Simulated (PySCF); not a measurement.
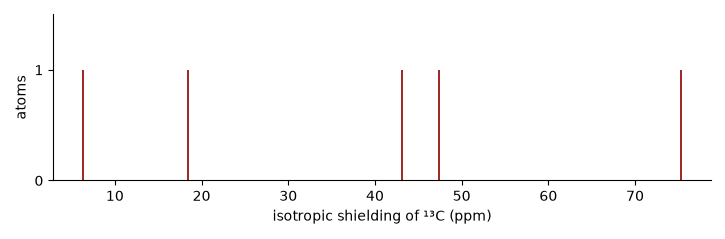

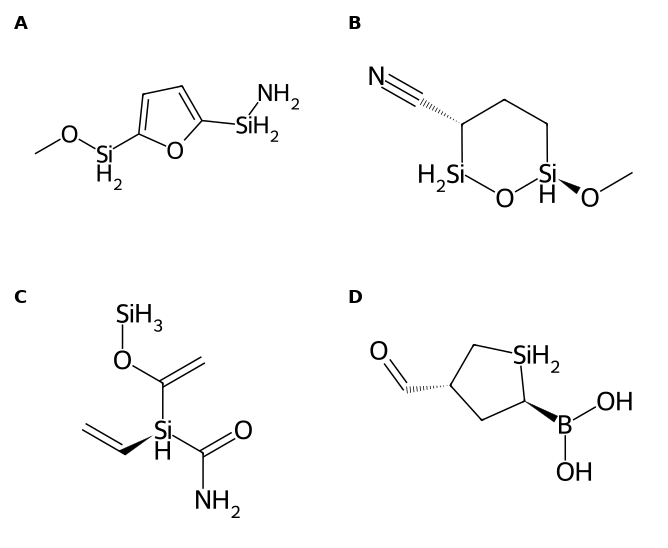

The sticks are computed shieldings of one of the molecules, for one fixed geometry (GFN2-xTB) without averaging over rotations. Low shielding means a high chemical shift. Method: GIAO PBE0/pcSseg-1 NMR shielding, non-relativistic, gas phase (PySCF 2.14.0).

Which molecule gives this pattern?

C, `C=C[Si@@H](C(=C)O[SiH3])C(N)=O`. Its 5 C atoms give lines at 6.3, 18.5, 43.2, 47.3, 75.3 ppm.

The geometry is semi-empirical. Around B, Si such bond lengths and angles can be off by a tenth of an ångström or more and by several degrees, and values that hang on the shape move with them.
